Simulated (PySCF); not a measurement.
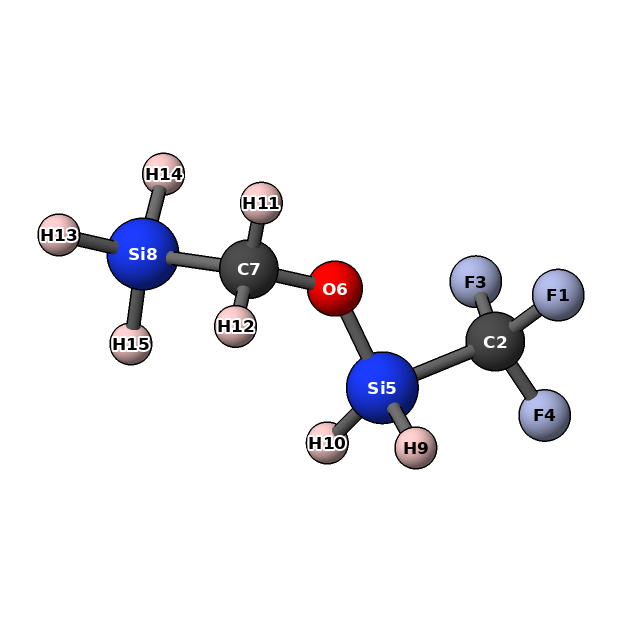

The computed structure is the end point of a GFN2-xTB optimisation. No frequency run is at hand to confirm it as a minimum. Properties computed with GIAO PBE0/pcSseg-1 NMR shielding, non-relativistic, gas phase (PySCF 2.14.0). Principal shieldings σ11 ≤ σ22 ≤ σ33, span Ω = σ33 − σ11, skew κ = 3(σiso − σ22)/Ω.

Give the shielding tensors of the O atoms.

```csv
atom,σ11,σ22,σ33,σiso,Ω,κ
O6,299.2,352.3,382.8,344.8,83.6,−0.27
```

Shieldings and span in ppm.

The geometry is semi-empirical. Around Si such bond lengths and angles can be off by a tenth of an ångström or more and by several degrees, and values that hang on the shape move with them.
